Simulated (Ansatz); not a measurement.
Consider H7C2SN.

```
H C S N
1.0
    -5.17678    0.00000   -0.03078
     0.00000    9.30517    0.00000
     1.60447    0.00000   -8.59193
H C S N
28 8 4 4
Direct
  0.92658 0.08789 0.42604
  0.42658 0.58789 0.42604
  0.92658 0.91211 0.92604
  0.42658 0.41211 0.92604
  0.78052 0.03098 0.58296
  0.28052 0.53098 0.58296
  0.78052 0.96902 0.08296
  0.28052 0.46902 0.08296
  0.69794 0.40550 0.70207
  0.19794 0.90550 0.70207
  0.69794 0.59450 0.20207
  0.19794 0.09450 0.20207
  0.84592 0.46240 0.54462
  0.34592 0.96240 0.54462
  0.84592 0.53760 0.04462
  0.34592 0.03760 0.04462
  0.77497 0.70820 0.60586
  0.27497 0.20820 0.60586
  0.77497 0.29180 0.10586
  0.27497 0.79180 0.10586
  0.95083 0.62768 0.76670
  0.45083 0.12768 0.76670
  0.95083 0.37232 0.26670
  0.45083 0.87232 0.26670
  0.62169 0.65741 0.76057
  0.12169 0.15741 0.76057
  0.62169 0.34259 0.26057
  0.12169 0.84259 0.26057
  0.92488 0.00053 0.51052
  0.42488 0.50053 0.51052
  0.92488 0.99947 0.01052
  0.42488 0.49947 0.01052
  0.69428 0.48931 0.61330
  0.19428 0.98931 0.61330
  0.69428 0.51069 0.11330
  0.19428 0.01069 0.11330
  0.82794 0.83212 0.40861
  0.32794 0.33212 0.40861
  0.82794 0.16788 0.90861
  0.32794 0.66788 0.90861
  0.76445 0.62920 0.69255
  0.26445 0.12920 0.69255
  0.76445 0.37080 0.19255
  0.26445 0.87080 0.19255
```

Space group Cc.

These are results of DFT PBE+D3(BJ), scalar-relativistic, plane waves, PAW (Ansatz 0.2.0), not measurements.

Question: What will maps of the valence pseudo-density and electron localisation function show?

Answer: C–N (1.49 Å): ρ is about 1.8 e/Å³ halfway; the ELF peaks at about 0.90 between the atoms (a shared electron pair).

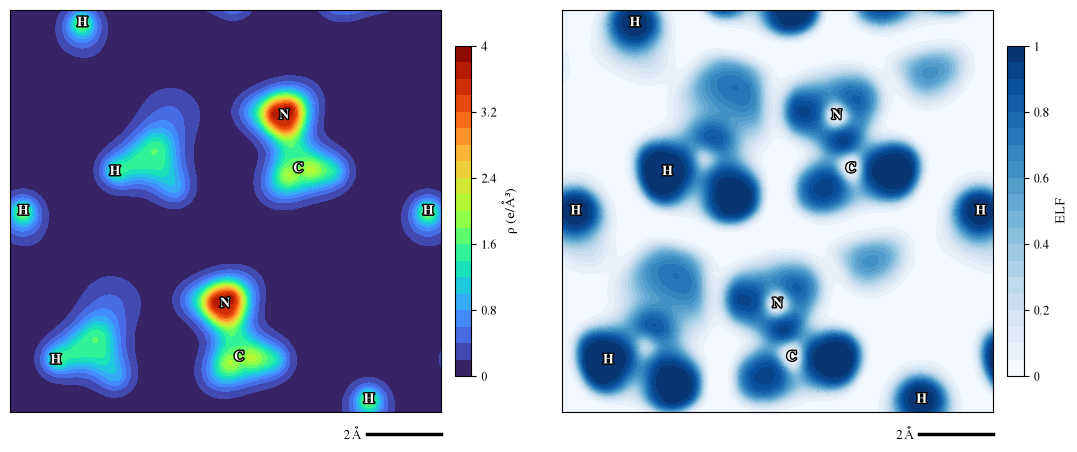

Computed valence pseudo-density and electron localisation function on the (111) plane of the conventional cell, in this order. Atoms just off the plane (H, 0.3 Å away and C, 0.3 Å away) can leave unmarked features too.

Core electrons are frozen (PAW), and the valence fields are smoothed inside the atomic spheres.
